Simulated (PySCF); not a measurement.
SMILES [CH3][Al]([CH3])[Ge]([Cl])([Cl])[Cl] (C₂H₆AlCl₃Ge), PBE0/def2-SVP optimised geometry. Atoms within 1.6 Å of the plane z = 1.2 Å (x, y, z in Å): Ge1 (-0.35, 0.66, 0.00), Cl2 (1.82, 0.66, 0.00), Cl3 (-0.94, 2.75, 0.00), Cl4 (-0.94, -0.11, 1.94).

Computed with PBE0/def2-TZVP run with PySCF.

Map of the electrostatic potential (hartree/e), clipped to [-0.08, 0.12] on the plane z = 1.2 Å:

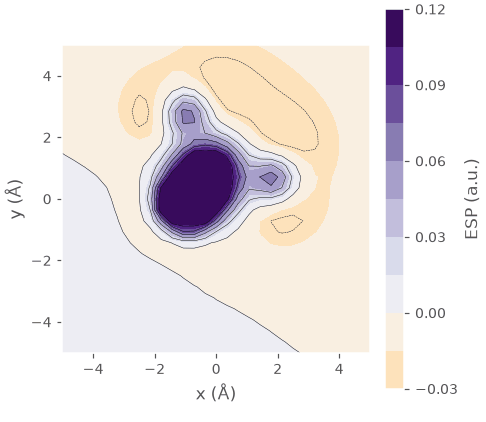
Figure: Electrostatic potential (hartree/e), clipped to [-0.08, 0.12] on the plane z = 1.2 Å.
